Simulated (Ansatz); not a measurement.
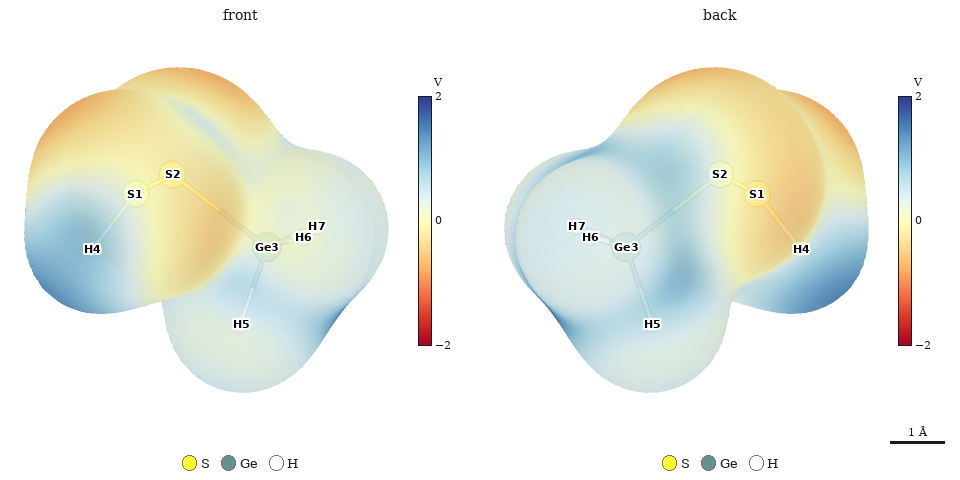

*GeH4S2 (SMILES S[S][GeH3]). The electrostatic potential painted on the density surface at 0.002 e/bohr³, seen from the front and from behind; the colour scale runs from red (negative) to blue (positive).*

Geometry: PBE0-D4/def2-TZVP.

Level of theory: RKS PBE0-D4/def2-TZVPP in Ansatz.

Input file:

```
crystal:
  periodic: [false, false, false]
  atoms:
    - {symbol: S, position_ang: [-1.085225, -1.965066, 0.002530]}
    - {symbol: S, position_ang: [-1.418340, -0.000600, 0.518770]}
    - {symbol: Ge, position_ang: [0.646691, 0.803268, 0.233174]}
    - {symbol: H, position_ang: [-1.318008, -1.861572, -1.319993]}
    - {symbol: H, position_ang: [1.035965, 0.649871, -1.244506]}
    - {symbol: H, position_ang: [0.585733, 2.285835, 0.635240]}
    - {symbol: H, position_ang: [1.614585, 0.020363, 1.129084]}
basis:
  gaussian: {orbitals: def2-TZVPP}
hamiltonian: {xc: pbe0, dispersion: d4}
output: {orbitals: {seedname: orbitals}}
```

Command:

```sh
ansatz run in.yaml --threads 2 --pin off --events-out ev --progress --plain --max-ram 4352MiB
```

Where is the surface potential most negative and most positive?

Answer. The most negative region (about −0.7 V, or −16 kcal/mol for a unit charge) lies over S1 and S2, the most positive (about +1.5 V, or +35 kcal/mol for a unit charge) over Ge3.
